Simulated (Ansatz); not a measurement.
One crystal and one scan (scan of one atom of the cell) at two levels, PBE (plane waves to 420 eV, PAW, scalar-relativistic; Ansatz, an electronic-structure program) and r2SCAN (plane waves to 500 eV, PAW, scalar-relativistic; Ansatz), each from its own relaxed cell and on its own mesh. The cell shown is that of PBE.

Starting cell, MoSi₂ (MoSi2 type, space group I4/mmm):

```yaml
crystal:
  lattice:
    - [-1.60850, 1.60850, 3.93661]
    - [1.60850, -1.60850, 3.93661]
    - [1.60850, 1.60850, -3.93661]
  atoms:
    - { symbol: Mo, position: [0.00000, 0.00000, 0.00000] }
    - { symbol: Si, position: [0.33511, 0.33511, 0.00000] }
    - { symbol: Si, position: [0.66489, 0.66489, 0.00000] }
```

In each cell atom 2 (Si, nearest neighbour Si at 2.596 Å; its periodic images, 3.2 Å or more away, move with it) moves by s·(0.000, 0.000, 1.000) (towards the nearest neighbour), the rest being held.

The energy includes the smearing's −TS. MoSi2 is run without spin polarisation. MoSi2 was relaxed with its symmetry unable to fall. The PAW data are Ansatz's earlier set. With partly filled bands, energies and forces of such displacements shift with the k mesh and the smearing. Percentages come from the unrounded values. Both scans cover s from -0.260 to 0.260 Å.

```csv
quantity,PBE,r2SCAN,PBE − r2SCAN
Lattice constant a (Å),3.217,3.202,+0.015 (+0.5 %)
Lattice constant c (Å),7.873,7.819,+0.054 (+0.7 %)
Relaxed volume (Å³/atom),13.58,13.36,+0.22 (+1.6 %)
Energy at s = 0.260 Å (meV/cell),448,487,-39 (-8.0 %)
Force along the line at s = -0.260 Å (eV/Å),3.297,3.578,-0.281 (-7.9 %)
Force constant k = d²E/ds² at s = 0 (finite differences) (eV/Å²),12.35,13.20,-0.85 (-6.4 %)
```

PBE gives the higher value for: lattice constant a; lattice constant c; relaxed volume. PBE gives the lower value for: energy at s = 0.260 Å; force along the line at s = -0.260 Å; force constant k = d²E/ds² at s = 0. Both give the same symmetry of the curve: not even: the positive side lies higher at ±0.260 Å. Neither level is exact: the differences show how much the result hangs on the functional.

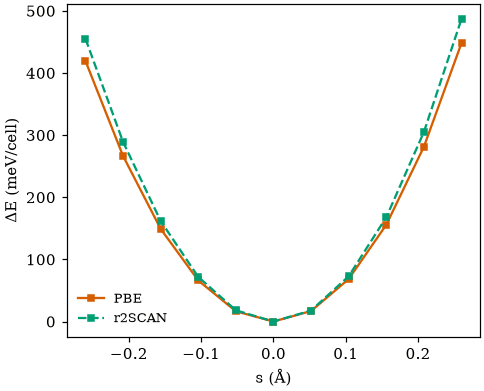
*ΔE, each from the undisplaced structure of its own level.*

(A displaced cell: forces are minus the slopes of the energy, force constants its curvatures, and phonons follow from these.)
